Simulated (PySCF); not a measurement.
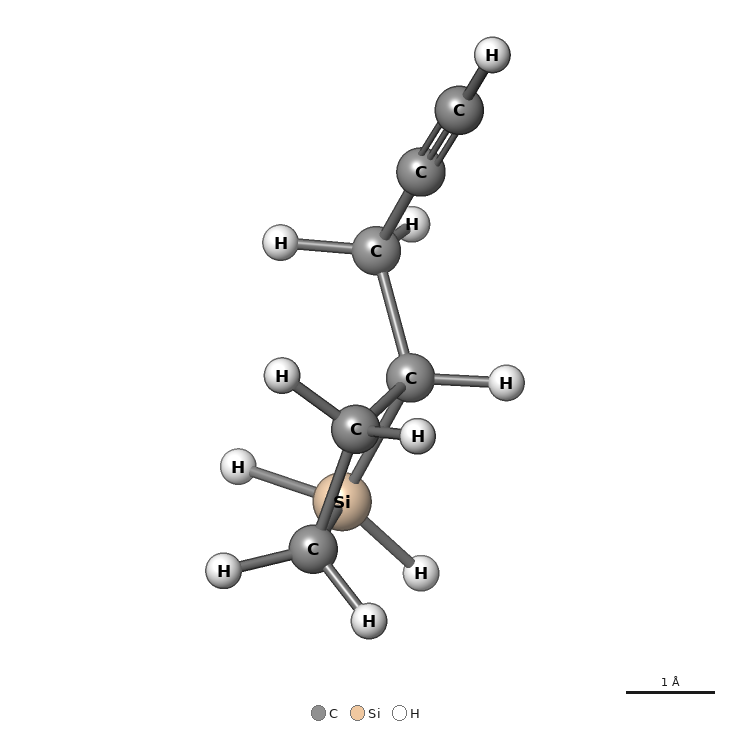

Rendered structure (ball-and-stick style). Multiple sticks mark multiple bonds (one Kekulé form).

The geometry was computed by an optimisation with GFN2-xTB. No frequency run is at hand to confirm it as a minimum.

Question: Count the atoms of each element.

Answer: C₆H₁₀Si, 17 atoms: 6 carbon, 10 hydrogen and 1 silicon.

Question: Name some functional groups or characteristic bonds that it holds.

Answer: Among them: alkyne, Si–H bond.

More results for the same structure follow; atom numbers are the same in all pictures, views and colours differ.

**Geometry**

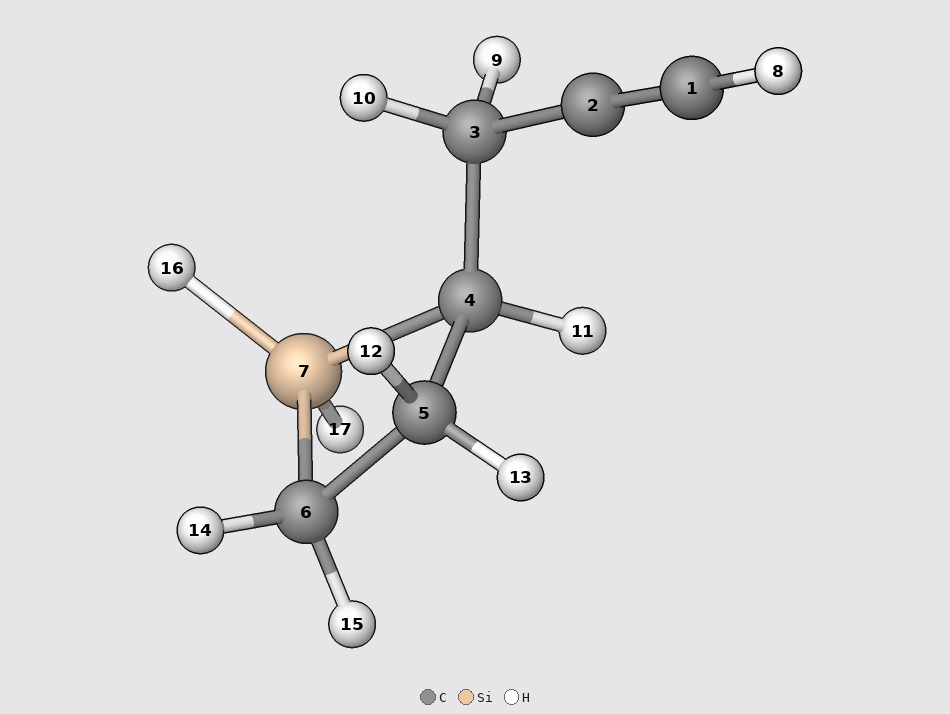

Atoms carry their numbers in the input. No frequency run is at hand to confirm it as a minimum.

List the bonds and their lengths. Leave out bonds to hydrogen.

| bond | length (Å) | order |
| --- | --- | --- |
| C1–C2 | 1.197 | triple |
| C2–C3 | 1.449 | single |
| C3–C4 | 1.528 | single |
| C4–C5 | 1.545 | single |
| C4–Si7 | 1.920 | single |
| C5–C6 | 1.543 | single |
| C6–Si7 | 1.910 | single |

**NMR shielding**

The questions are on isotropic NMR shieldings of the H atoms. No frequency run is at hand to confirm it as a minimum. Level of theory: GIAO PBE0/pcSseg-1 NMR shielding, non-relativistic, gas phase (PySCF 2.14.0).

Question: Which H atom is the most shielded (lowest chemical shift)?

Answer: H14 (30.42 ppm).

Question: Which H atom is the least shielded (highest chemical shift)?

Answer: H17 (26.93 ppm).

Question: How wide is the range of H shifts?

Answer: 3.49 ppm.

List the isotropic NMR shieldings of the H atoms.

```
atom  σ (ppm)
  H8    30.39
  H9    29.36
 H10    29.40
 H11    29.57
 H12    29.71
 H13    28.94
 H14    30.42
 H15    30.24
 H16    27.18
 H17    26.93
```

**Electronic properties**

No frequency run is at hand to confirm it as a minimum. Level of theory: PBE0/pcSseg-1, gas phase (PySCF 2.14.0).

Question: What is the HOMO energy (Kohn–Sham orbital)?

Answer: −7.44 eV.

Question: Estimate the dipole moment.

Answer: 0.75 D.

Question: What is the HOMO–LUMO gap?

Answer: 7.59 eV.

**Ring current**

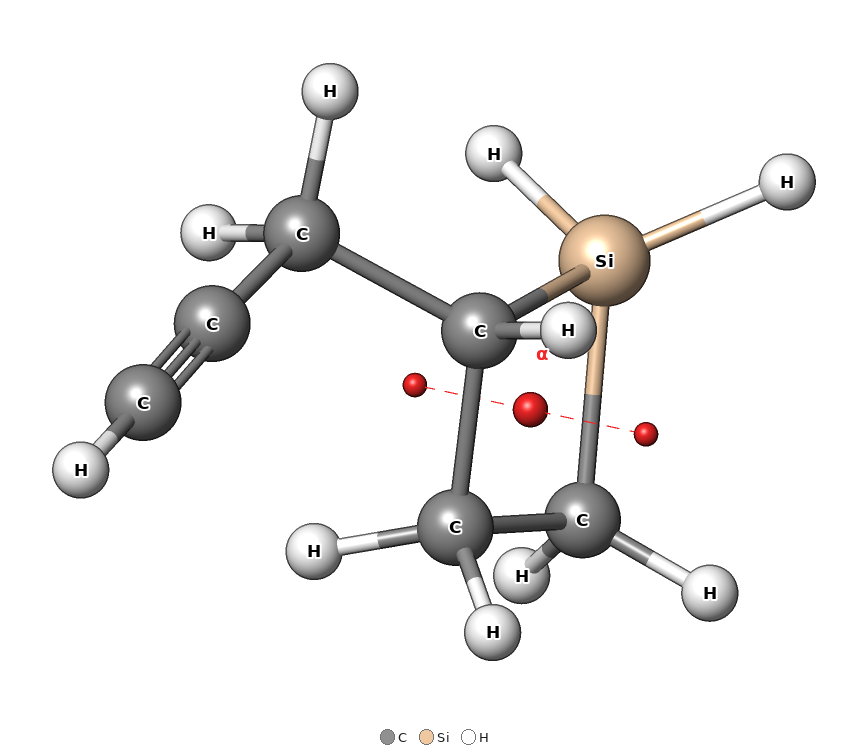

The small points mark where nucleus-independent chemical shifts (NICS) were computed: at the centre of each lettered ring and 1 Å above and below it. No frequency run is at hand to confirm it as a minimum. Properties computed with GIAO PBE0/pcSseg-1 NMR shielding, non-relativistic, gas phase (PySCF 2.14.0).

Give NICS(0), NICS(1) and the out-of-plane component NICS(1)zz for each ring (means of the two sides).

```json
{"ring": "α", "members": "C3Si", "NICS(0)": "0.9", "NICS(1)": "−0.5", "NICS(1)zz": "5.4"}
```

Values in ppm.

**Charges**

The questions are on IAO charges. No frequency run is at hand to confirm it as a minimum. Properties computed with PBE0/pcSseg-1, gas phase (PySCF 2.14.0).

Question: Which atom carries the highest charge (most positive or least negative)?

Answer: Si7 (0.72 e).

Question: And the lowest?

Answer: C6 (−0.54 e).

Give the IAO charges atom by atom.

```tsv
atom	value (e)
C1	−0.27
C2	−0.02
C3	−0.27
C4	−0.36
C5	−0.25
C6	−0.54
Si7	0.72
H8	0.20
H9	0.16
H10	0.15
H11	0.14
H12	0.14
H13	0.14
H14	0.15
H15	0.15
H16	−0.12
H17	−0.12
```

The geometry is semi-empirical. Around Si such bond lengths and angles can be off by a tenth of an ångström or more and by several degrees, and values that hang on the shape move with them.
